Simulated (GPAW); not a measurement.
## KSrCl3 (Pm-3m): refractive index against wavelength

The refractive index of KSrCl3 (Pm-3m) below the direct gap (4.79 eV on the mesh) is read from one computed spectrum, n = √(Re ε).

It takes space group Pm-3m (No. 221, cubic). The conventional cell has a = 5.787 Å, b = 5.787 Å, c = 5.787 Å, α = 90.00°, β = 90.00°, γ = 90.00°. Sr on site a is surrounded by 6 Cl at 2.89 Å. Around K on site b lie 12 Cl at 4.09 Å. Cl on site d has 2 Sr at 2.89 Å as nearest neighbours.

Method: GPAW 26.7.0, RPBE, RPA, k-mesh 6×6×6, local fields up to 30 eV, Lorentzian half width 0.05 eV.

Launch of the response step: `OMP_NUM_THREADS=1 python df.py`. The run took 2.2 min, its band step included, on 1 thread of Arm Neoverse V2, on a shared host.

| wavelength (nm) | photon energy E (eV) | n |
| --- | --- | --- |
| 850 | 1.459 | 1.4589 |
| 700 | 1.771 | 1.4639 |
| 633 | 1.959 | 1.4675 |
| 532 | 2.331 | 1.4760 |
| 450 | 2.755 | 1.4883 |
| 405 | 3.061 | 1.4995 |
| 365 | 3.397 | ? |

In the single-oscillator model n² − 1 = E₀E_d/(E₀² − E²), so 1/(n² − 1) = E₀/E_d − E²/(E₀E_d) is linear in E².

Working, on the rows shown:

| x = E² (eV²) | y = 1/(n² − 1) |
| --- | --- |
| 2.12762 | 0.886219 |
| 3.13716 | 0.874888 |
| 3.83641 | 0.866884 |
| 5.43137 | 0.848482 |
| 7.59115 | 0.82302 |
| 9.37179 | 0.800961 |

Means: x̄ = 5.2493, ȳ = 0.85008. Σ(x − x̄)(y − ȳ) = -0.4551, Σ(x − x̄)² = 38.71. Slope = -0.4551 / 38.71 = -0.01176; intercept = ȳ − slope · x̄ = 0.91178. Turned back into n, the line misses the rows shown by at most 0.00034.

Question: What does the fit predict for the withheld row, and how well does it do?

Answer: At x = 11.538 the line gives y = 0.77614, that is 1.5128. The run gave 1.5143, so the extrapolation is off by 0.0015, 3 % of the range in the table.

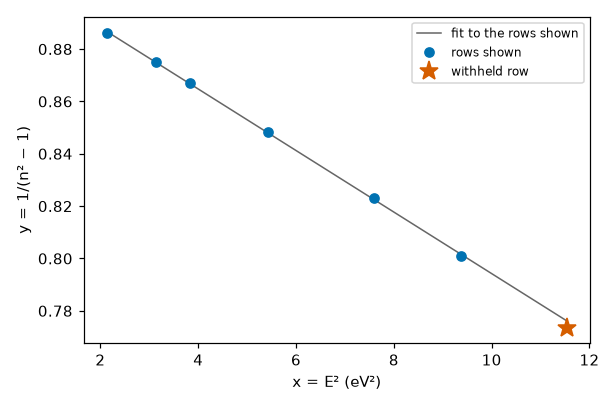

Refitted with all rows, the slope is -0.01196 and the intercept 0.91266. These give E₀ = √(intercept/−slope) = 8.73 eV and E_d = E₀/intercept = 9.6 eV; E₀ is 1.8 times the direct gap. The electronic limit at long wavelengths, without lattice vibrations, is n = √(1 + 1/intercept) = 1.448. The structure is a model and need not exist. Excitons are left out; RPBE gaps are as a rule too small. The values come from a sum over the points of one k-mesh and carry its error, which grows as the direct gap shrinks. Spin-orbit coupling is left out.
